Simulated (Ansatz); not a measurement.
```xyz
10

C    -0.4779    2.5008   -0.5677
N    -0.6421    1.2717   -0.4065
Al   -0.8819   -0.4633   -0.1661
C     0.6062   -1.5680    0.4749
H    -0.1376    2.9379   -1.5224
H    -0.6631    3.2392    0.2316
H     0.8605   -2.3475   -0.2558
H    -2.3351   -1.0004   -0.5073
H     0.3384   -2.0862    1.4052
H     1.5122   -0.9829    0.6672
```

These are results of RKS B3LYP/6-31G* in Ansatz, not measurements.

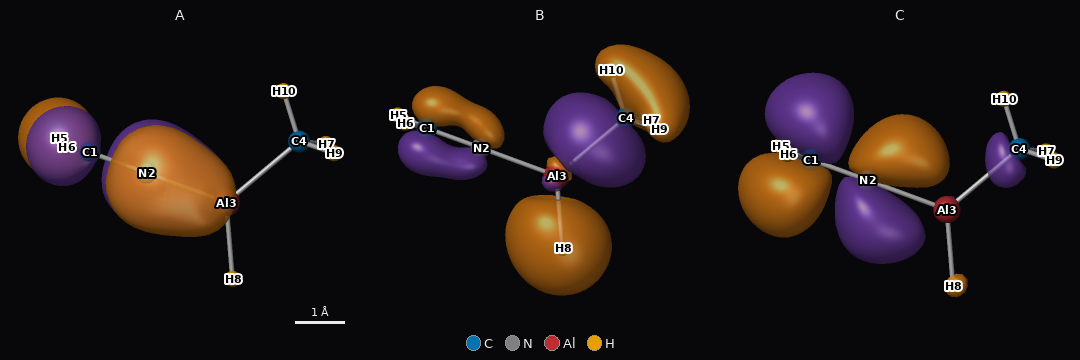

C2H6AlN. Three frontier orbitals at ±0.1 Å⁻³ᐟ² (orange and purple are the two phases), in no order.

**Order the three orbitals by energy and name them.**

B is the HOMO−1 (−7.51 eV). It lies mainly on C4 (about 35 %), Al3 (about 25 %) and H8 (about 20 %). A is the HOMO (−6.20 eV). It lies mainly on N2 (about 55 %), Al3 (about 15 %), C1 (about 10 %), H5 (about 5 %) and H6 (about 5 %). C is the LUMO (−0.68 eV). It lies mainly on C1 (about 45 %) and N2 (about 30 %); π-antibonding (π*) across C1–N2.

**What is the HOMO–LUMO gap?**

5.52 eV between the orbital energies.
